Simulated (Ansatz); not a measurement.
# La2C (built on the sites of a database entry of Sc2C): the cell at rest, part 2 of 2

Task: relax La2C (built on the sites of a database entry of Sc2C) tightly.

Ansatz 0.2.0; DFT PBEsol, scalar-relativistic, plane waves, norm-conserving pseudopotentials.

So far. Step 2 (Probe on a coarse mesh): The coarse mesh shows no gap and a pressure of -5.2 GPa.

The structure was built from a prototype and need not be the compound's stable phase.

## (3) Bringing the structure to rest, k-mesh 12×12×6 (continued)

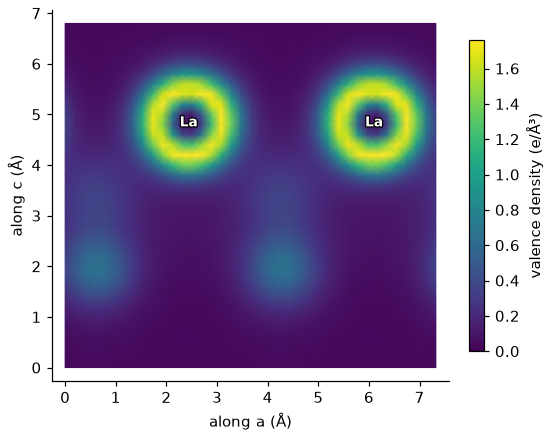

Valence density in the ac plane at fractional y = 0.333, with atoms of La within 0.2 Å of it. It is the smooth field of the valence electrons, not physical close to the nuclei.

In this step the volume went from 28.62 to 26.29 Å³/atom.

## (4) Relaxation, k-mesh 15×15×6

The relaxation is repeated from its end, on the mesh and smearing that suit the cell and gap now reached.

The input, input.yaml:

```yaml
crystal:
  lattice:
    - [3.6606785945, -2.7225e-06, 0.0]
    - [-1.8303369395, 3.1702420192, 0.0]
    - [0.0, 0.0, 6.7971248218]
  atoms:
    - { symbol: La, position: [0.6666666667, 0.3333333333, 0.7113744449] }
    - { symbol: La, position: [0.3333333333, 0.6666666667, 0.2886255551] }
    - { symbol: C, position: [0.0, 0.0, 0.5] }
kpoints:
  mp_grid: { grid: [15, 15, 6] }
hamiltonian:
  xc: pbesol
  pseudopotentials: { kind: nc }
scf:
  occupations: { method: gaussian, width: 0.1 }
output:
  forces: true
  stress: true
  eigenvalues: true
relax:
  adjacent_minimum: "off"
  f_tol: 0.005
  max_steps: 80
  cell: { stress_tol: 0.05 }
```

Command:

```console
$ ansatz run input.yaml --threads 8 --pin off --max-ram 14336MiB --backend cpu --events-out ev --progress --plain --runs-dir out
```

Numbers of over 12 decimals in the logs are rounded to 6 here.

What it wrote:

```text
[...]
Crystal: 3 atoms, lattice volume = 78.882 Å³
Basis set: ecut = 1496.626244 eV, 10441 PW (Γ), exchange–correlation on 96×96×180 points (8 copies of the dense FFT grid, shifted against one another)
Bands: 17, of which v1, the nominal top of the filled ones, is band 13 counted from 1 (12 counted from 0)
Symmetry: 12 space group operations
[...]
k-points: 146 of 1350
[...]
--- Relaxed structure (3 steps of the walk, 2 accepted, 1 SCFs on fresh bases) ---
[...]
cell:  # Å, volume = 78.7733 Å³
    - [3.661169, -2.722862060336235e-6, 2.0504408260339699e-19]
    - [-1.830582, 3.170666, -1.025223054296356e-19]
    - [3.807245535058328e-19, 0, 6.785927]
  atoms:
    - { symbol: La, position: [0.666667, 0.333333, 0.711956] }
    - { symbol: La, position: [0.333333, 0.666667, 0.288044] }
    - { symbol: C, position: [0, 0, 0.500000] }
[key lines of the parts left out:]
SCF converged after 10 iterations
Free energy (F): -2074.726200 eV
Fermi energy:    11.141387 eV
P = ⅓ Tr σ = 0.0120 GPa (0.120 kbar)
```

Elapsed: 3.6 min, on 8 threads of Arm Neoverse N1, shared host; peak memory 1.6 GiB.

Relaxation path:

```tsv
step	energy less that of the first step (eV)	largest force component (eV/Å)	pressure (GPa)	volume (Å³)
1	0.0000	0.0286	0.07	78.88
2	0.0029	0.1995	-0.38	78.50
3	-0.0001	0.0008	0.01	78.77
4*	-0.0001	0.0008	0.01	78.77
```

Relaxation steps marked * repeat the geometry before them on a plane-wave basis chosen anew for their cell, so energy and pressure can jump there. Relaxation step 2 was tried and not accepted.

The run keeps the 12 symmetry operations that it works with, so distortions that break them were not tested.

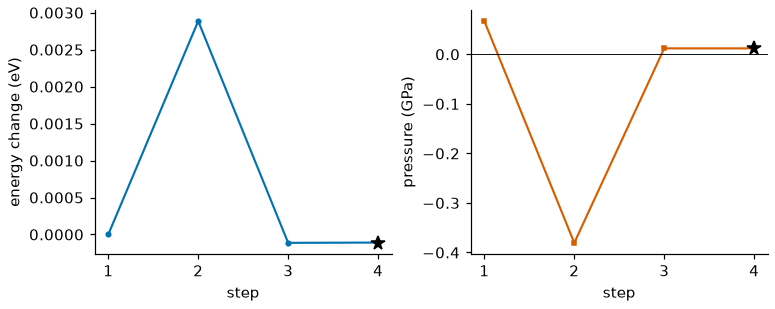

Energy and pressure along the relaxation. Stars mark steps on a basis chosen anew.

```tsv
conventional cell, symmetrised	before	after	change
a (Å)	3.661	3.661	+0.0 %
b (Å)	3.661	3.661	+0.0 %
c (Å)	6.797	6.786	-0.2 %
volume (Å³/atom)	26.29	26.26	-0.1 %
```

Final coordinates:

```xyz
3
Lattice="3.6612 0.0000 0.0000 -1.8306 3.1707 0.0000 0.0000 0.0000 6.7859" Properties=species:S:1:pos:R:3 pbc="T T T"
La    1.8306    1.0569    4.8313
La    0.0000    2.1138    1.9546
C     0.0000    0.0000    3.3930
```

This step gave:

```yaml
pressure: 0.01199 GPa
volume_per_atom: 26.26 Å³
```

In this step the volume went from 26.29 to 26.26 Å³/atom.

## (5) Tight relaxation

Phonons need a cell at rest on their own settings, so the relaxation is repeated with tight tolerances on forces and stress on the k mesh and occupations of the first response run.

input.yaml, the sections that differ from step 4:

```yaml
crystal:
  lattice:
    - [3.6611686526, -2.7229e-06, 0.0]
    - [-1.8305819682, 3.1706664221, 0.0]
    - [0.0, 0.0, 6.7859270861]
  atoms:
    - { symbol: La, position: [0.6666666667, 0.3333333333, 0.7119560003] }
    - { symbol: La, position: [0.3333333333, 0.6666666667, 0.2880439997] }
    - { symbol: C, position: [0.0, 0.0, 0.5] }
scf:
  occupations: { method: methfessel_paxton, width: 0.2 }
relax:
  adjacent_minimum: "off"
  f_tol: 0.001
  max_steps: 60
  cell: { stress_tol: 0.01 }
# kpoints, hamiltonian, output: as in step 4
```

What it wrote:

```text
[...]
Crystal: 3 atoms, lattice volume = 78.773 Å³
Basis set: ecut = 1496.626244 eV, 10405 PW (Γ), exchange–correlation on 96×96×180 points (8 copies of the dense FFT grid, shifted against one another)
Bands: 17, of which v1, the nominal top of the filled ones, is band 13 counted from 1 (12 counted from 0)
Symmetry: 12 space group operations
[...]
k-points: 146 of 1350
[...]
--- Relaxed structure (3 steps of the walk, 2 accepted, 1 SCFs on fresh bases) ---
[...]
cell:  # Å, volume = 78.7860 Å³
    - [3.661394, -2.723067064555035e-6, 0]
    - [-1.830695, 3.170861, 0]
    - [0, 0, 6.786184]
  atoms:
    - { symbol: La, position: [0.666667, 0.333333, 0.711865] }
    - { symbol: La, position: [0.333333, 0.666667, 0.288135] }
    - { symbol: C, position: [0, 0, 0.5] }
[key lines of the parts left out:]
SCF converged after 11 iterations
Free energy (F): -2074.720546 eV
Fermi energy:    11.136145 eV
P = ⅓ Tr σ = -0.0010 GPa (-0.010 kbar)
```

It took 3.6 min on 8 threads; peak memory 1.6 GiB; 24 min of CPU time.

Little changed from the start: no atom moved by 0.005 Å and no cell edge by 0.1 %.

This step gave:

```
pressure : -0.001034 GPa
```

The largest force component left is 0.26 meV/Å and the pressure is -0.001 GPa, within the tolerances set. The cell now holds 26.26 Å³/atom.

## (6) Summary of results

```
space group after relaxation (within 0.01 Å) : P-3m1
lattice constant a                           : 3.661 Å
lattice constant b                           : 3.661 Å
lattice constant c                           : 6.786 Å
volume per atom                              : 26.3 Å³
```

**Reading.** The largest force component left is 0.26 meV/Å and the pressure is -0.001 GPa, within the tolerances set. The cell now holds 26.26 Å³/atom. The relaxation keeps the symmetry of its start, so it says nothing on stability against lower symmetry. Spin-orbit coupling is left out, which can matter for the heavy elements here. The starting cell was built on a prototype and not taken from a measurement, so the phase need not exist.

[Logs are printed without paths, hosts, clocks, repeated set-up lines and the standing remarks that a program may print on its own settings, such as how far it seeks lower states.]

[Hosts, paths, dates, database ids (printed as entryN), source tags and the programs' standing remarks are cut or masked in the printed files.]
